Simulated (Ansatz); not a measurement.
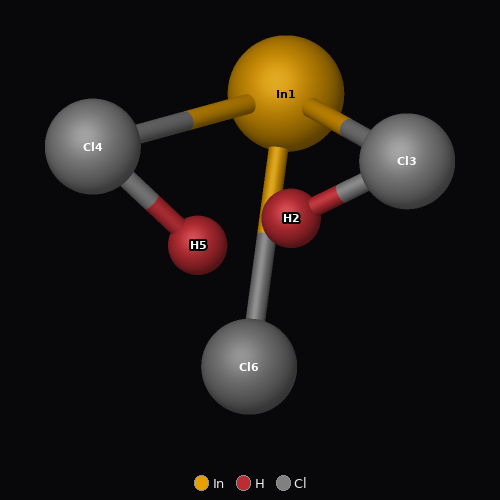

The system is the reacting system Cl3H2In (fragments Cl₂HIn + ClH where the first distance is long, ClIn + ClH + ClH where the second is long); the picture shows the reference structure. 
- The first coordinate is: distance In1–Cl6 (bond that forms); the second: distance In1–H2 (bond that breaks).
- Relaxed at each point: all other coordinates.
- The grid has 10 × 10 points.
- Points are written as (first, second).
- All energies are given in kJ/mol relative to the lowest grid point.
- Energies and slopes of some neighbouring points disagree (a jump in structure or state, or too coarse a mesh). The reference is spin-restricted, so regions where a bond is pulled apart into radicals lie too high.
- These are results of RKS B3LYP-D4/def2-SVP in Ansatz 0.2.0, not measurements.

Its coordinates:

| atom | x (Å) | y (Å) | z (Å) |
| --- | --- | --- | --- |
| In | 1.2696 | 1.1644 | -0.7977 |
| H | -0.1617 | -0.5170 | -0.1974 |
| Cl | 0.3849 | -1.5248 | -1.0389 |
| Cl | 0.4922 | -0.0526 | 1.7946 |
| H | -0.4408 | -0.0112 | 0.6097 |
| Cl | -1.5442 | 0.9413 | -0.3704 |

Range: distance In1–Cl6 (bond that forms) from 2.196 to 3.696 Å; distance In1–H2 (bond that breaks) from 1.557 to 2.757 Å.

Question: What will the energy surface look like?

Answer: The lowest grid point is at (2.740 Å, 2.757 Å). It lies in a valley that leaves the map towards separated partners. Other grid points that lie below all their neighbours: (3.292 Å, 1.634 Å) (36 kJ/mol higher). The energy also falls towards the edge at (3.292 Å, 2.757 Å) (8 kJ/mol above the lowest), where a further well may lie outside the range. The highest grid point, (2.196 Å, 1.557 Å), lies 239 kJ/mol above the lowest.

```tsv
second ↓, first →	2.196	2.292	2.425	2.576	2.740	2.915	3.100	3.292	3.491	3.696
2.757	83	44	14	1	0	5	13	8	10	16
2.593	88	49	18	5	5	10	13	14	19	30
2.433	97	57	27	15	14	20	22	26	36	54
2.280	110	72	42	29	29	35	39	46	59	65
2.133	129	91	61	48	49	57	63	73	67	99
1.992	127	114	86	74	77	87	92	82	92	133
1.861	146	115	97	107	111	122	124	100	122	157
1.740	172	143	125	125	137	126	129	129	57	54
1.634	206	177	161	161	173	161	160	36	40	45
1.557	239	211	196	197	209	196	188	49	53	58
```

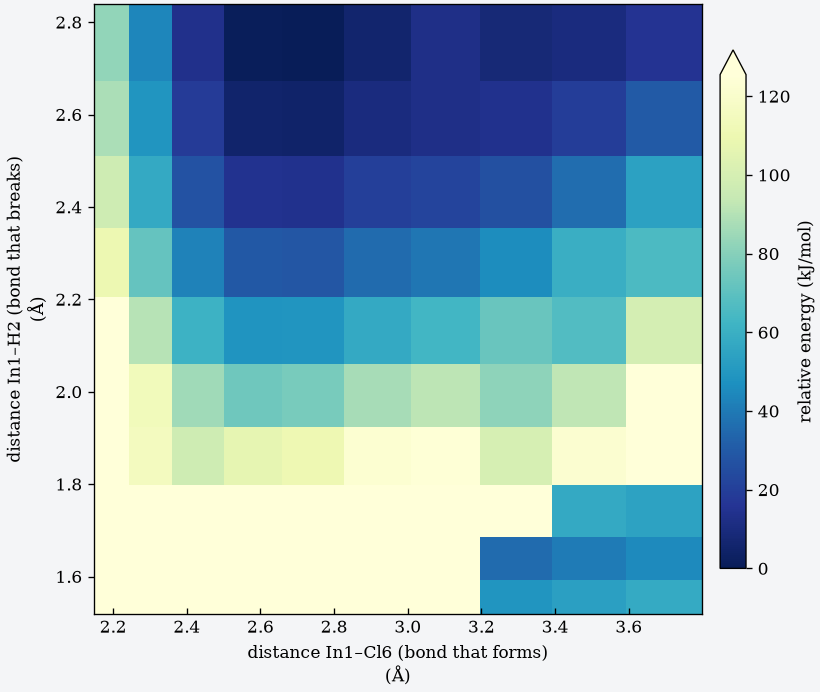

In the figure: one coloured cell a grid point, one colour for all values above the top of the scale.

Each point was launched as `ansatz run input.yaml --threads 1 --pin off --max-ram 2560MiB --backend cpu --events-out ev --progress --plain --runs-dir out`. Time for the 100 points that were run: 28 min on 1 thread of Intel(R) Xeon(R) 6975P-C (Granite Rapids) (shared host).
